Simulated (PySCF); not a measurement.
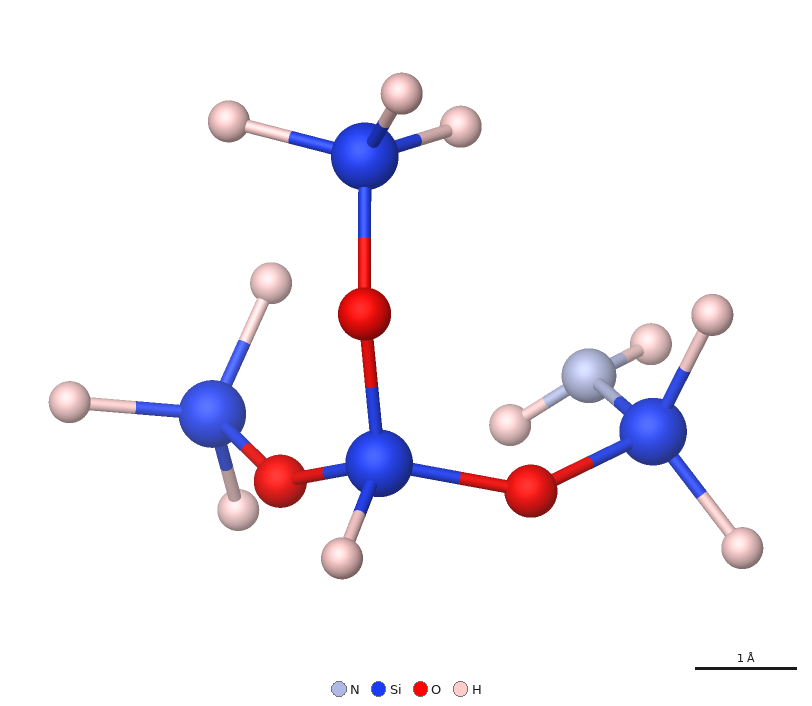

Every bond is drawn as one stick, whatever its order.

The computed structure is the end point of a GFN2-xTB optimisation. No frequency run is at hand to confirm it as a minimum.

What is the molecular formula?

H11NO3Si4, 19 atoms: 11 hydrogen, 1 nitrogen, 3 oxygen and 4 silicon.

Describe its rings.

It has no ring.

Give a SMILES string for it.

N[SiH2]O[SiH](O[SiH3])O[SiH3]

Name functional groups in it.

Among them: Si–H bond, Si–O bond, Si–N bond.

Count the bonded pairs by element.

9 Si–H, 6 O–Si, 2 N–H, 1 N–Si.

More results for the same structure follow; atom numbers are the same in all pictures, views and colours differ.

## Geometry

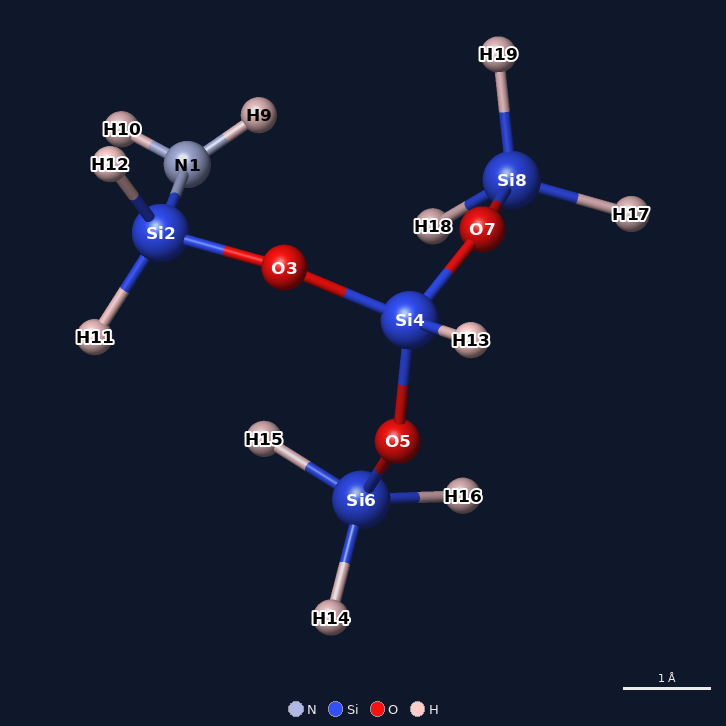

No frequency run is at hand to confirm it as a minimum.

Give these bond angles: N1–Si2–O3, N1–Si2–H11, N1–Si2–H12, Si2–O3–Si4, O3–Si2–H12, O3–Si4–O7, Si4–O5–Si6, O5–Si4–H13, O5–Si6–H14, O5–Si6–H16, O7–Si8–H17, O7–Si8–H19.

```json
{"angle": "N1–Si2–O3", "degrees": "108.6"}
{"angle": "N1–Si2–H11", "degrees": "106.3"}
{"angle": "N1–Si2–H12", "degrees": "117.6"}
{"angle": "Si2–O3–Si4", "degrees": "143.2"}
{"angle": "O3–Si2–H12", "degrees": "100.4"}
{"angle": "O3–Si4–O7", "degrees": "109.6"}
{"angle": "Si4–O5–Si6", "degrees": "144.3"}
{"angle": "O5–Si4–H13", "degrees": "109.0"}
{"angle": "O5–Si6–H14", "degrees": "102.3"}
{"angle": "O5–Si6–H16", "degrees": "107.4"}
{"angle": "O7–Si8–H17", "degrees": "105.8"}
{"angle": "O7–Si8–H19", "degrees": "104.3"}
```

## Charges

The questions are on Mulliken charges. No frequency run is at hand to confirm it as a minimum. Method: PBE0/pcSseg-1, gas phase (PySCF 2.14.0).

Which atom carries the highest charge (most positive or least negative)?

Si4 (1.28 e).

And the lowest?

O5, O7 (−0.74 e).

List the Mulliken charges.

```tsv
atom	value (e)
N1	−0.65
Si2	0.92
O3	−0.73
Si4	1.28
O5	−0.74
Si6	0.68
O7	−0.74
Si8	0.67
H9	0.21
H10	0.20
H11	−0.14
H12	−0.15
H13	−0.16
H14	−0.11
H15	−0.10
H16	−0.12
H17	−0.10
H18	−0.10
H19	−0.12
```

## NMR shielding

The questions are on isotropic NMR shieldings of the O atoms. No frequency run is at hand to confirm it as a minimum. Properties computed with GIAO PBE0/pcSseg-1 NMR shielding, non-relativistic, gas phase (PySCF 2.14.0).

Give the isotropic NMR shieldings of the O atoms atom by atom.

```tsv
atom	σ (ppm)
O3	253.4
O5	283.6
O7	284.6
```

## Quadrupole coupling

No frequency run is at hand to confirm it as a minimum. Electric field gradients from the ground-state density, PBE0/pcSseg-1 (PySCF 2.14.0), non-relativistic apart from any core potentials.

Give the largest field-gradient component, the quadrupole coupling constant and the asymmetry for 14N at N1 (Q = 20.44 mb), 17O at O3 (Q = −25.6 mb), 17O at O5 (Q = −25.6 mb), 17O at O7 (Q = −25.6 mb), 2H at H9 (Q = 2.86 mb), 2H at H10 (Q = 2.86 mb).

```tsv
atom	V_zz (a.u.)	e²qQ/h (MHz)	η
N1	−0.942	−4.53	0.35
O3	0.952	−5.73	0.19
O5	0.984	−5.92	0.24
O7	1.015	−6.10	0.23
H9	0.428	0.288	0.17
H10	0.433	0.291	0.17
```

## Electronic properties

No frequency run is at hand to confirm it as a minimum. Method: PBE0/pcSseg-1, gas phase (PySCF 2.14.0).

Estimate the HOMO energy (Kohn–Sham orbital).

−7.62 eV.

What is the LUMO energy (Kohn–Sham orbital)?

−0.06 eV.

Estimate the dipole moment.

2.62 D.

Mulliken values depend strongly on the basis set and can even reverse the polarity of a bond. The geometry is semi-empirical. Around Si such bond lengths and angles can be off by a tenth of an ångström or more and by several degrees, and values that hang on the shape move with them.
